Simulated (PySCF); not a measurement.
**X-ray absorption calculation, with input and output: C₅H₁₂O**

System: C₅H₁₂O (s-BuOMe), SMILES CC[C@H](C)OC.
Method: core-valence-separated TDA BHandHLYP/aug-pcX-1 H:pcseg-1, K edges, non-relativistic, gas phase (PySCF 2.14.0).

The geometry comes from this level: PBE0-D3(BJ)/def2-SVP.

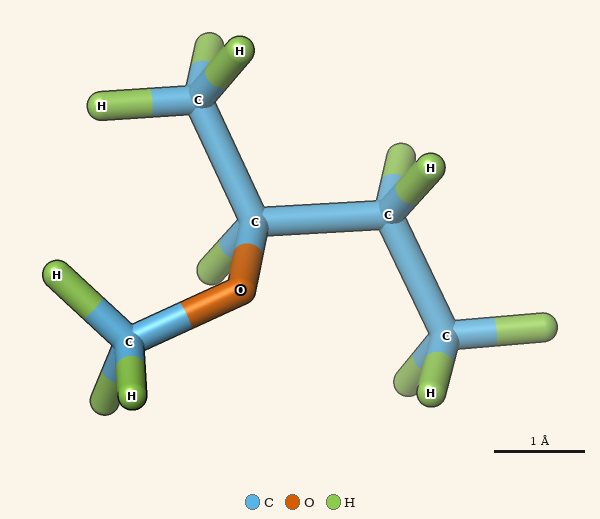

Figure 1. The structure as given in the input (stick view, seen at a tilt). Bond lengths as drawn: C–C 1.52 Å, C–H 1.10 to 1.11 Å and C–O 1.39 to 1.41 Å.

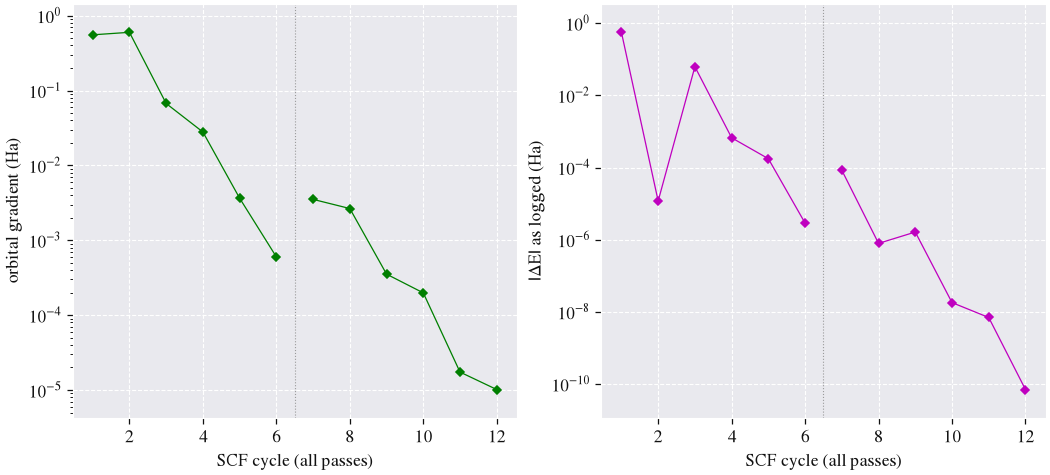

Figure 2. Convergence of the self-consistent field: orbital gradient and size of the energy change against the SCF cycle. The dotted line marks the change from a coarse to the final integration grid. The first 6 cycles use a coarse grid, the final grid takes over at cycle 7, and the field converges after 12 cycles in all.

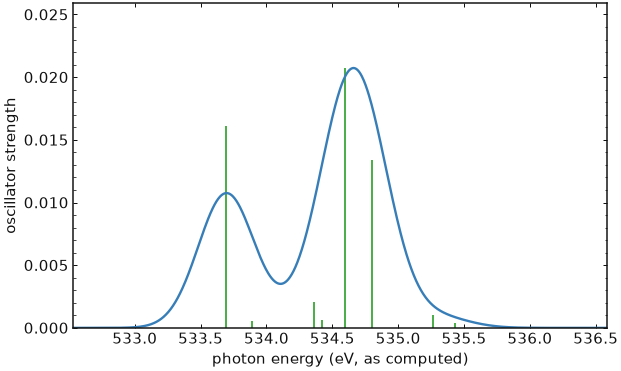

Figure 3. Core excitations at the O K edge, with a Gaussian envelope of 0.5 eV full width. The first lies at 533.69 eV, the strongest at 534.60 eV (f = 0.021).

These pictures come from the run below.

The input
```
{"job": {"kind": "xas", "xc": "BHandHLYP", "basis": {"default": "aug-pcX-1", "H": "pcseg-1"}}, "charge": 0, "multiplicity": 1}
C     -2.008745    -0.953256     0.176431
C     -1.386368     0.289891    -0.435445
C      0.113273     0.390387    -0.200985
C      0.701619     1.672796    -0.769969
O      0.702545    -0.750872    -0.783913
C      1.963196    -1.084933    -0.298593
H     -3.083900    -1.018191    -0.047973
H     -1.896399    -0.957596     1.272973
H     -1.518435    -1.856067    -0.214664
H     -1.559652     0.303241    -1.525589
H     -1.861627     1.199482    -0.031768
H      0.297129     0.365825     0.895981
H      0.529717     1.714315    -1.856621
H      1.785064     1.738575    -0.592235
H      0.233643     2.556061    -0.310348
H      2.277020    -2.015238    -0.793569
H      2.727879    -0.312375    -0.509130
H      1.951782    -1.259190     0.796300
```

The first line tells a small driver script what to run in PySCF; the rest is the geometry in Å.

Run as:
```bash
OMP_NUM_THREADS=1 python <driver script> task.json out
```

Log
```
coarse grid: 13960 points
cycle   1  E = -272.6577713272  dE =  5.576e-01  |g| = 5.549e-01  |ddm| = 4.511e+00
cycle   2  E = -272.6577595192  dE =  1.181e-05  |g| = 5.994e-01  |ddm| = 1.121e+00
cycle   3  E = -272.7198952841  dE = -6.214e-02  |g| = 6.714e-02  |ddm| = 5.813e-01
cycle   4  E = -272.7205622682  dE = -6.670e-04  |g| = 2.794e-02  |ddm| = 7.795e-02
cycle   5  E = -272.7207375883  dE = -1.753e-04  |g| = 3.648e-03  |ddm| = 3.143e-02
cycle   6  E = -272.7207404665  dE = -2.878e-06  |g| = 5.997e-04  |ddm| = 5.114e-03
final grid: 131712 points
cycle   7  E = -272.7663151322  dE = -8.405e-05  |g| = 3.519e-03  |ddm| = 5.503e-02
cycle   8  E = -272.7663159220  dE = -7.898e-07  |g| = 2.655e-03  |ddm| = 8.035e-03
cycle   9  E = -272.7663175500  dE = -1.628e-06  |g| = 3.530e-04  |ddm| = 3.609e-03
cycle  10  E = -272.7663175680  dE = -1.804e-08  |g| = 1.984e-04  |ddm| = 5.558e-04
cycle  11  E = -272.7663175750  dE = -6.968e-09  |g| = 1.736e-05  |ddm| = 1.780e-04
cycle  12  E = -272.7663175751  dE = -7.026e-11  |g| = 1.015e-05  |ddm| = 4.510e-05
converged SCF energy = -272.7663175751

C K edge
   eV          f      from atoms
  285.205   0.00930   C0
  285.274   0.01004   C3
  285.475   0.01772   C1
  285.827   0.02617   C0
  285.965   0.02745   C3
  286.011   0.02370   C3
  286.038   0.02535   C1
  286.100   0.01663   C0
  286.530   0.01030   C0
  286.541   0.00213   C1
  286.621   0.01810   C5
  286.730   0.00607   C3
  286.843   0.00317   C1
  286.913   0.00514   C0
  286.929   0.03365   C2
  287.152   0.00027   C0
  287.200   0.00308   C3
  287.208   0.02033   C5
  287.250   0.00355   C1
  287.278   0.00734   C3
  287.339   0.00763   C0
  287.350   0.00096   C3
  287.352   0.03589   C5
  287.404   0.00227   C1

O K edge
   eV          f      from atoms
  533.692   0.01614   O4
  533.891   0.00052   O4
  534.364   0.00210   O4
  534.421   0.00064   O4
  534.600   0.02073   O4
  534.802   0.01342   O4
  535.262   0.00106   O4
  535.429   0.00037   O4
```

Key numbers

- outcome: converged
- total energy: −272.766318 hartree
- HOMO: −8.87 eV
- LUMO: 0.74 eV
- dipole moment: 1.18 D
- hardware: 1 CPU thread, shared host
- wall time: 27 s
- peak memory: 0.98 GiB
